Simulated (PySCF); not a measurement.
Vertical excitations of a molecule C₄H₅NS₂ from TDDFT-PBE/def2-SVPD (PySCF), as energy in eV (oscillator strength): 4.06 (0.008), 4.79 (0.023), 4.96 (0.069), 5.11 (0.003), 5.45 (0.010), 5.50 (0.005), 5.68 (0.026), 5.74 (0.007), 5.82 (0.012), 5.90 (0.020). Lowest triplet (TDA): 3.46 eV. Geometry optimised at r2SCAN-D4/def2-SVP. The values are those of a single conformer.

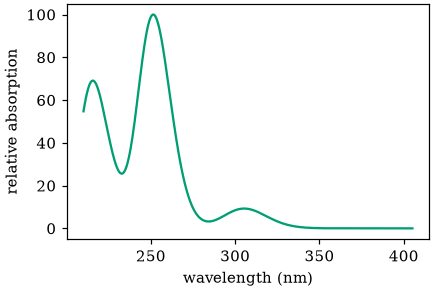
*The lines broadened by 0.4 eV.*

**Question.** Which molecule gave these data?
A. Cc1ncsc1S
B. Cc1ncc(S)s1
C. CSc1nccs1
D. CSc1cncs1

**Answer.** A, Cc1ncsc1S
